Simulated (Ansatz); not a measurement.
## InNH2F2: frequency calculation

InNH2F2, SMILES [NH2][In]([F])[F], computed with HF/STO-3G, RHF (Ansatz 0.2.0).

The geometry was optimised with HF/STO-3G. Figures and captions count atoms from 1; the log counts them from 0 in places.

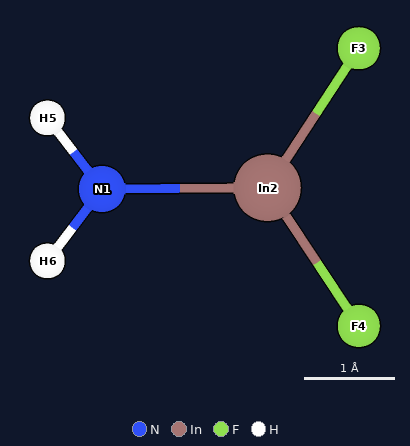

*The structure as given in the input (ball-and-stick view, seen at a tilt; atoms are numbered from 1 in the order of the input). Sticks mark near contacts.*

Input file
```yaml
crystal:
  periodic: [false, false, false]
  atoms:
    - {symbol: "N", position_ang: [-0.350451, 0.988807, -0.060774]}
    - {symbol: In, position_ang: [0.272280, -0.752406, 0.031748]}
    - {symbol: F, position_ang: [1.842334, -1.225892, 0.954790]}
    - {symbol: F, position_ang: [-0.612012, -2.196358, -0.789404]}
    - {symbol: H, position_ang: [0.076808, 1.810758, 0.357899]}
    - {symbol: H, position_ang: [-1.186860, 1.311091, -0.540359]}
basis:
  gaussian: {orbitals: STO-3G}
hamiltonian: {xc: hf}
phonons: {temperatures: {t_min: 298.15, t_max: 298.15, t_step: 1}}
```

Run on 1 thread of AMD EPYC (Zen 5), 16 GiB of memory available, shared host.

Launched with:
```bash
ansatz run molecule.yaml --threads 1 --pin off --max-ram 3480MiB --events-out events.jsonl --progress --plain --runs-dir runs
```

What the program printed
```
Functional definition: HF
  name "HF"
  exchange = exact_x
  correlation = 0
631 factors; integrals over basis functions are off by at most 1.9e-5 eV
mean field evaluation 1: about -161465.9363 eV, gradient 2.4e1 eV
mean field evaluation 2: about -161466.0051 eV, gradient 2.4e1 eV
mean field evaluation 4: about -161469.1823 eV, gradient 1.5e0 eV
mean field evaluation 8: about -161469.1994 eV, gradient 1.3e-4 eV
mean field -161469.19939359 eV, -5933.8836299603 hartree, gradient 7.2e-6 eV, S^2 0.000000; 0 other end points of the search recorded, 0 dependent functions left out
the calculation of the forces begins
reference -161469.19939359 eV, -5933.8836299603 hartree; 38, 38 occupied and 6, 6 virtual orbitals, 631 factors
these checks for a lower state are left out or cut short: stability, starts, cluster_reference, orbital_swaps, neighbouring_geometries, increment
631 factors; integrals over basis functions are off by at most 1.9e-5 eV
mean field evaluation 16: about -161469.1992 eV, gradient 5.2e-4 eV
mean field -161469.19921466 eV, -5933.8836233847 hartree, gradient 2.1e-6 eV, S^2 0.000000; 0 other end points of the search recorded, 0 dependent functions left out
[... from here on the field's lines of each further geometry are left out, up to the last ...]
the calculation of the forces begins
reference -161469.19934790 eV, -5933.8836282809 hartree; 38, 38 occupied and 6, 6 virtual orbitals, 631 factors
these checks for a lower state are left out or cut short: stability, starts, cluster_reference, orbital_swaps, neighbouring_geometries, increment
631 factors; integrals over basis functions are off by at most 1.9e-5 eV
mean field -161469.19934984 eV, -5933.8836283524 hartree, gradient 2.1e-6 eV, S^2 0.000000; 0 other end points of the search recorded, 0 dependent functions left out
the calculation of the forces begins
reference -161469.19934984 eV, -5933.8836283524 hartree; 38, 38 occupied and 6, 6 virtual orbitals, 631 factors
Total energy: -161469.19939359 eV, -5933.8836299603 hartree
Atom 0 at    -0.350451     0.988807    -0.060774 Å, force     0.000301    -0.001067    -0.000165 eV/Å
Atom 1 at     0.272280    -0.752406     0.031748 Å, force     0.000012     0.000026     0.000012 eV/Å
Atom 2 at     1.842334    -1.225892     0.954790 Å, force     0.000413     0.000255     0.000361 eV/Å
Atom 3 at    -0.612012    -2.196358    -0.789404 Å, force    -0.000496    -0.000121    -0.000361 eV/Å
Atom 4 at     0.076808     1.810758     0.357899 Å, force     0.000658     0.000832     0.000568 eV/Å
Atom 5 at    -1.186860     1.311091    -0.540359 Å, force    -0.000888     0.000076    -0.000415 eV/Å
Dipole moment:    -0.132052     0.369275    -0.019650 e Å
Vibrations: 138.63 142.32 166.01 415.41 537.00 625.03 636.42 691.69 806.36 1996.92 4001.18 4171.24 cm⁻¹, zero-point energy 0.888236 eV
```

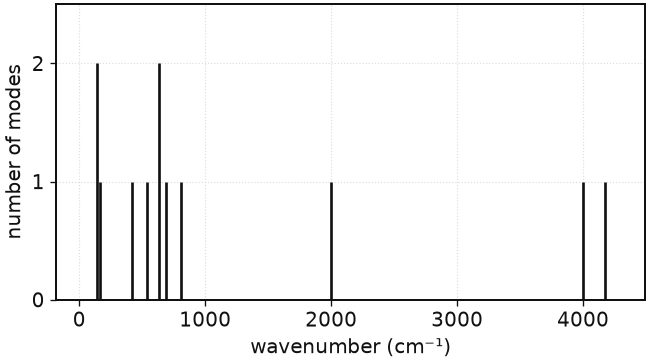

*Harmonic vibrational wavenumbers from the force constants; neighbouring modes closer than 18 cm⁻¹ are counted in one stick.*

12 modes from 139 to 4171 cm⁻¹, none imaginary.

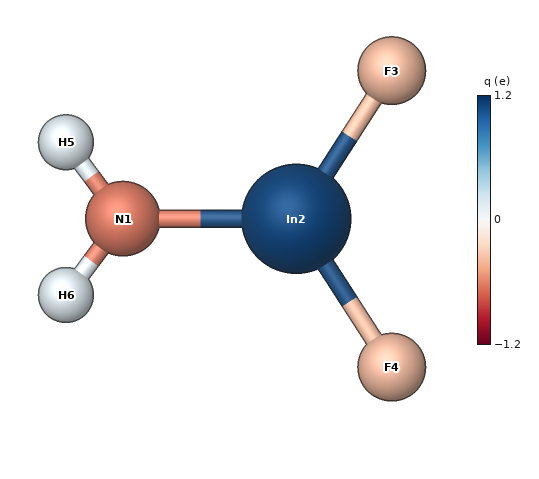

*Mulliken charges, as the colour of each atom (ball-and-stick view, seen at a tilt; atoms are numbered from 1 in the order of the input; Mulliken charges depend strongly on the basis).*

By element: N −0.64, In +1.11, F −0.37 and H +0.13 e.

Results in brief

| quantity | value |
| --- | --- |
| outcome | converged |
| total energy | −5933.883630 hartree |
| basis functions | 44 |
| largest force | 0.001 eV/Å |
| zero-point energy | 0.032642 hartree |
| dipole moment | 1.89 D |
| wavenumbers, lowest and highest | 139 and 4171 cm⁻¹ |
| wall time | 19 s |
| peak memory | 0.12 GiB |
